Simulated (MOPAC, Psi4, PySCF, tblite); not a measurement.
Two rigid molecules brought together: C2H2 ··· C4H5N (SMILES C#C and c1cc[nH]c1). Monomers: optimised at B3LYP-D3(BJ) (def2-TZVP), held rigid. Orientation: lowest of the rigid-body minima from ten starts at GFN2-xTB. The monomers approach along the line of their centres of mass (distance R); nothing else relaxes.

Geometry at R = 4.46 Å (first 4 atoms: monomer A):
```
14

C     -0.5919    -0.0869     0.0118
C      0.5919     0.0869    -0.0118
H     -1.6431    -0.2412     0.0327
H      1.6431     0.2412    -0.0327
C      0.5112     3.9594     3.7667
C      0.5400     2.8520     4.6577
C      0.3530     1.7158     3.9081
N      0.2128     2.1000     2.5997
C      0.3074     3.4640     2.5015
H      0.6267     4.9985     4.0251
H      0.6817     2.8861     5.7248
H      0.3087     0.6796     4.1949
H      0.0632     1.4755     1.8284
H      0.2232     3.9638     1.5522
```

- PM7, restricted, heats of formation (MOPAC)
- PM3, restricted, heats of formation (MOPAC)
- GFN2-xTB (tblite)
- HF/aug-cc-pVDZ, counterpoise-corrected (Psi4)
- RKS-B3LYP/6-311+G** = PySCF with restricted B3LYP/6-311+G**, spherical d, no counterpoise correction

Interaction energies in kJ/mol (negative: bound); R is the distance of the centres of mass, d the C2···H13 distance.

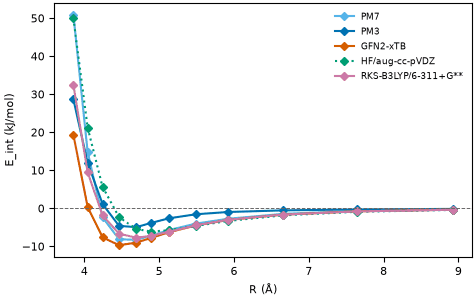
*Interaction energy against separation.*

```tsv
R / Å	d / Å	PM7	PM3	GFN2-xTB	HF/aug-cc-pVDZ	RKS-B3LYP/6-311+G**
3.85	1.79	50.85	28.61	19.30	49.93	32.42
4.04	1.97	14.83	11.98	0.36	21.22	9.48
4.24	2.16	-2.38	1.13	-7.62	5.64	-1.86
4.46	2.37	-8.13	-4.62	-9.71	-2.32	-6.67
4.69	2.59	-8.30	-4.96	-9.02	-5.46	-7.72
4.89	2.78	-7.15	-3.83	-7.77	-6.10	-7.26
5.13	3.01	-5.70	-2.62	-6.27	-5.78	-6.15
5.49	3.36	-4.02	-1.56	-4.50	-4.62	-4.46
5.92	3.78	-2.75	-0.97	-3.06	-3.32	-3.01
6.65	4.50	-1.47	-0.54	-1.66	-1.86	-1.65
7.64	5.48	-0.69	-0.30	-0.80	-0.92	-0.81
8.92	6.75	-0.35	-0.16	-0.35	-0.43	-0.38
```

Lowest grid point: PM7 -8.30 kJ/mol at R = 4.69 Å; PM3 -4.96 kJ/mol at R = 4.69 Å; GFN2-xTB -9.71 kJ/mol at R = 4.46 Å; HF/aug-cc-pVDZ -6.10 kJ/mol at R = 4.89 Å; RKS-B3LYP/6-311+G** -7.72 kJ/mol at R = 4.69 Å.
